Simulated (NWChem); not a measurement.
# UCAM-B3LYP/6-31G(d) (spherical functions) run of SiHBrF (SMILES F[SiH]Br)

What is the electronic atomisation energy of SiHBrF at UCAM-B3LYP/6-31G* (spherical functions)? 

The results are computed with NWChem 7.3.0.

### Step 1. The system as given

The species is SiHBrF (4 atoms), meant as a doublet with charge 0. As SMILES, `F[SiH]Br`. Geometry: relaxed at PBE0-D4/def2-TZVP.

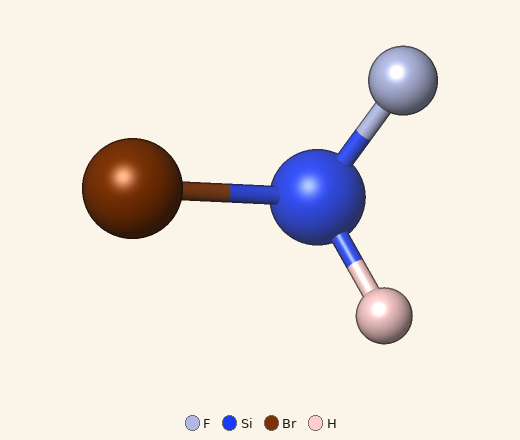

The structure, seen from a chosen angle (fluorine light blue, silicon blue, bromine brown, hydrogen pink).

### Step 2. The energy at UCAM-B3LYP/6-31G(d) (spherical functions) (run 1)

File run.nw:

```
START run
memory total 2200 mb
GEOMETRY noautosym nocenter noautoz
  F    -1.077500   -0.285400    1.078300
  Si   -0.289800   -0.254700   -0.309800
  Br    1.852200   -0.643700    0.073700
  H    -0.429400    1.123400   -0.862500
END
BASIS spherical bse
  * library 6-31G*
END
DFT
  xc xcamb88 1.00 lyp 0.81 vwn_5 0.19 hfexch 1.00
  cam 0.33 cam_alpha 0.19 cam_beta 0.46
  mult 2
  grid medium
  convergence energy 1e-08
  direct
  iterations 100
  mulliken
  print low
END
TASK dft energy
```

Launch:

```sh
$ nwchem run.nw > run.out
```

Output:

```text
[...]
 d= 0,ls=0.0,diis     1  -2963.8462324744 -3.19D+03  8.67D-03  1.43D-01     2.2
[...]
 d= 0,ls=0.0,diis    11  -2963.9144035422 -6.09D-09  3.27D-07  4.90D-10    20.4
[...]
         Total DFT energy =    -2963.914403542175
      One electron energy =    -4572.166978289059
           Coulomb energy =     1505.967543543064
    Exchange-Corr. energy =     -123.236640912470
 Nuclear repulsion energy =      225.521672116290
[...]
      Total Density - Mulliken Population Analysis
     ---------------------------------------------
    Atom       Charge   Shell Charges
 -----------   ------   -------------------------------------------------------
    1 F    9     9.37   2.00  0.93  3.32  1.02  2.09  0.01
    2 Si  14    13.34   2.00  2.00  5.96  1.02  1.53  0.30  0.30  0.23
    3 Br  35    35.24   2.00  2.00  6.00  2.00  5.99  1.61  3.88  0.33  1.41  6.95  2.92  0.16
    4 H    1     1.06   0.50  0.56
[...]
      <S2> =      0.7521 (Exact =     0.7500)
[...]
```

Run time: 21 s. Hardware: 1 thread of Intel Xeon Platinum 8488C (Sapphire Rapids), shared host; peak memory 0.11 GiB.

### Step 3. The Br atom at the same level (run 2)

File nw.nw:

```
start nw
memory total 2200 mb
geometry units angstroms noautosym nocenter noautoz
   Br       0.000000       0.000000       0.000000
end
basis spherical bse
   * library 6-31G*
end
dft
   xc xcamb88 1.00 lyp 0.81 vwn_5 0.19 hfexch 1.00
   cam 0.33 cam_alpha 0.19 cam_beta 0.46
   mult 2
   grid medium
   convergence energy 1e-08
   direct
   maxiter 100
   mulliken
   noprint "final vectors analysis"
end
task dft energy
```

Run the same way, it converges to -2573.92893 Eh (log not shown).

Run 3 isn't shown in full; the table further down has it.

### Step 4. The H atom at the same level (run 4)

File h.nw:

```
start h
memory stack 880 mb heap 220 mb global 1100 mb
geometry units angstroms noautosym nocenter noautoz
  H     0.000000    0.000000    0.000000
end
basis spherical bse
  * library 6-31G*
end
dft
  xc xcamb88 1.00 lyp 0.81 vwn_5 0.19 hfexch 1.00
  cam 0.33 cam_alpha 0.19 cam_beta 0.46
  mult 2
  grid medium
  convergence energy 1e-08
  direct
  iterations 100
  mulliken
  print low
end
task dft energy
```

Launch:

```sh
$ nwchem h.nw > h.out
```

Output:

```text
[...]
 d= 0,ls=0.0,diis     1     -0.4968257573 -4.97D-01  9.41D-04  2.56D-06     0.0
[...]
 d= 0,ls=0.0,diis     4     -0.4968271518 -5.28D-14  2.75D-10  1.62D-19     0.1
[...]
         Total DFT energy =       -0.496827151754
      One electron energy =       -0.498231683126
           Coulomb energy =        0.313935201110
    Exchange-Corr. energy =       -0.312530669738
 Nuclear repulsion energy =        0.000000000000
[...]
      Total Density - Mulliken Population Analysis
     ---------------------------------------------
    Atom       Charge   Shell Charges
 -----------   ------   -------------------------------------------------------
    1 H    1     1.00   0.37  0.63
     --------------------------------------------
      Spin Density - Mulliken Population Analysis
     --------------------------------------------
    Atom       Charge   Shell Charges
 -----------   ------   -------------------------------------------------------
    1 H    1     1.00   0.37  0.63
[...]
      <S2> =      0.7500 (Exact =     0.7500)
[...]
```

It took 0.62 s on 1 thread of Intel Xeon Platinum 8488C (Sapphire Rapids), shared host; peak memory 0.1 GiB.

### Step 5. The Si atom at the same level (run 5)

File sp.nw:

```
start sp
memory total 2200 mb

geometry units angstrom noautosym nocenter noautoz
  Si    0.000000    0.000000    0.000000
end

basis spherical bse
  * library 6-31G*
end

dft
  xc xcamb88 1.00 lyp 0.81 vwn_5 0.19 hfexch 1.00
  cam 0.33 cam_alpha 0.19 cam_beta 0.46
  mult 3
  grid medium
  convergence energy 1e-08
  direct
  maxiter 100
  mulliken
  print low
end

task dft energy
```

Launch:

```sh
$ nwchem sp.nw > sp.out
```

Output:

```text
[...]
 d= 0,ls=0.0,diis     1   -289.3373698346 -2.89D+02  1.84D-02  1.99D-02     0.1
[...]
 d= 0,ls=0.0,diis     6   -289.3544020926 -6.29D-09  7.51D-07  1.94D-11     0.4
[...]
         Total DFT energy =     -289.354402092584
      One electron energy =     -400.656917487622
           Coulomb energy =      132.121640983260
    Exchange-Corr. energy =      -20.819125588222
 Nuclear repulsion energy =        0.000000000000
[...]
      Total Density - Mulliken Population Analysis
     ---------------------------------------------
    Atom       Charge   Shell Charges
 -----------   ------   -------------------------------------------------------
    1 Si  14    14.00   2.00  2.00  5.96  1.32  1.22  0.68  0.82  0.00
     --------------------------------------------
      Spin Density - Mulliken Population Analysis
     --------------------------------------------
    Atom       Charge   Shell Charges
 -----------   ------   -------------------------------------------------------
    1 Si  14     2.00  -0.00 -0.00  0.01  0.00  1.16 -0.00  0.83 -0.00
[...]
      <S2> =      2.0021 (Exact =     2.0000)
[...]
```

Wall time 0.95 s (1 thread of Intel Xeon Platinum 8488C (Sapphire Rapids), shared host); peak memory 0.1 GiB.

### Step 6. The series

| run | partner | energy (Eh) | ⟨S²⟩ | wall time |
| --- | --- | --- | --- | --- |
| 1 | base | -2963.914404 | 0.752 | 21 s |
| 2 | atoms | -2573.928927 | 0.752 | 2.2 s |
| 3 | atoms | -99.690590 | 0.751 | 0.73 s |
| 4 | atoms | -0.496827 | 0.750 | 0.62 s |
| 5 | atoms | -289.354402 | 2.002 | 0.95 s |

### Step 7. What came out

At UCAM-B3LYP/6-31G* (spherical functions):

| quantity | value |
| --- | --- |
| Si atom: total energy | -289.35440 Eh |
| Si atom: ⟨S²⟩ | 2.002 |
| electronic atomisation energy | 12.073 eV |

What this shows: Taking the molecule apart into free atoms costs 12.07 eV (1165 kJ/mol), before zero-point energy and without spin-orbit coupling. All runs together took 26 s, the longest 21 s.
